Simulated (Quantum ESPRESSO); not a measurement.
**Refining one setting for HfMg₁₄Bi (Amm2, 16 atoms in the cell)**

```cif
data_Bi2Hf2Mg28
_chemical_formula_sum 'Mg28 Hf2 Bi2'
_space_group_name_H-M_alt 'Amm2'
_space_group_IT_number 38
_space_group_name_Hall 'A 2 -2'
_cell_length_a 10.39187
_cell_length_b 6.34598
_cell_length_c 11.16403
_cell_angle_alpha 90.000
_cell_angle_beta 90.000
_cell_angle_gamma 90.000
loop_
_atom_site_label
_atom_site_type_symbol
_atom_site_symmetry_multiplicity
_atom_site_Wyckoff_symbol
_atom_site_fract_x
_atom_site_fract_y
_atom_site_fract_z
_atom_site_occupancy
Mg1 Mg 2 a 0.00000 0.00000 0.16686 1
Mg2 Mg 2 a 0.00000 0.00000 0.66692 1
Mg3 Mg 4 e 0.50000 0.25214 0.41650 1
Mg4 Mg 4 d 0.00000 0.25016 0.41683 1
Mg5 Mg 8 f 0.24690 0.25542 0.08255 1
Mg6 Mg 4 c 0.24655 0.00000 0.33576 1
Mg7 Mg 4 c 0.25127 0.00000 0.83158 1
Hf1 Hf 2 b 0.50000 0.50000 0.16649 1
Bi1 Bi 2 b 0.50000 0.50000 0.66816 1
```
(The calculation used a cell of 16 atoms; values per cell refer to that cell.)

Computed with LDA (PW92), PseudoDojo standard norm-conserving (LDA) pseudopotentials (plane waves; Quantum ESPRESSO).

The starting cell comes from a database of computed structures (which also holds hypothetical and non-ambient phases and stackings), without a prior relaxation at this level.

Held fixed: ecutwfc = 85 Ry; occupations = smearing; smearing = cold; degauss = 0.0036749 Ry; potentials = {Mg: Mg.upf, Hf: Hf.upf, Bi: Bi.upf}; K_POINTS = automatic 2 4 4 1 1 1; conv_thr = 1e-10 Ry.

ΔF is the free energy per atom less that of the last row (100).

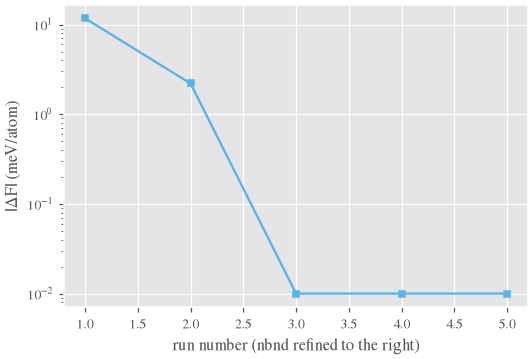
Figure. Size of the energy error against the last run of the series; values under 0.01 meV/atom are drawn at 0.01.

```csv
nbnd,ΔF (meV/atom),pressure (GPa),largest force (eV/Å),bands,iterations
84,11.7,-2.50,0.163,84,14
85,2.2,-2.53,0.184,85,15
86,0.00,-2.56,0.157,86,14
88,0.00,-2.56,0.157,88,14
92,0.00,-2.56,0.157,92,13
100,0.00,-2.56,0.157,100,14
```

Energy within 5 meV/atom of the last row: from nbnd = 85 on; the one before it is off by 12 meV/atom.

Largest force within 0.02 eV/Å of the last row: from nbnd = 86 on; the one before it is off by 0.027 eV/Å. The value it settles on is 0.157 eV/Å at this level of theory and with the other settings as held.
